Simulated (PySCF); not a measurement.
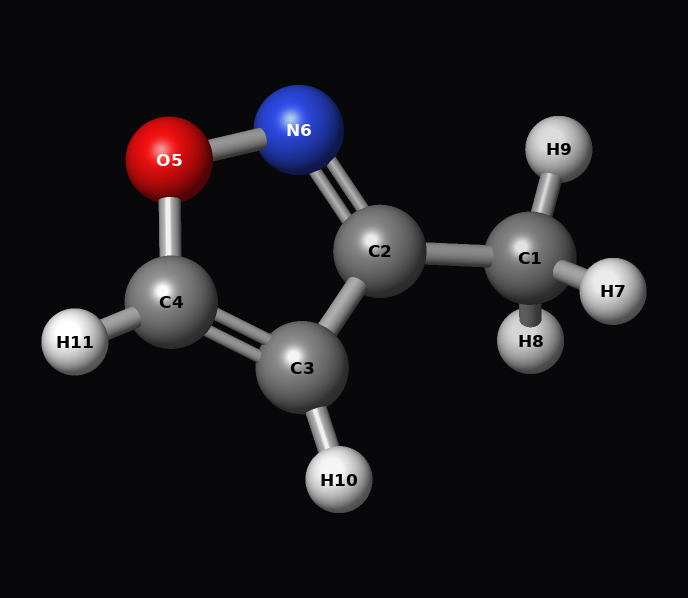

The geometry was computed by an optimisation with GFN2-xTB. No frequency run is at hand to confirm it as a minimum. Level of theory: delta-SCF UKS SCAN, pcX-2 on the ionised atom, pcseg-1 elsewhere, spin-free X2C (PySCF 2.14.0).

Give the core-electron binding energies (to vacuum) of C1 1s, C2 1s, C3 1s, C4 1s, O5 1s, N6 1s.

```tsv
atom	level	binding energy (eV)
C1	1s	291.3
C2	1s	291.7
C3	1s	290.8
C4	1s	292.3
O5	1s	540.4
N6	1s	405.8
```
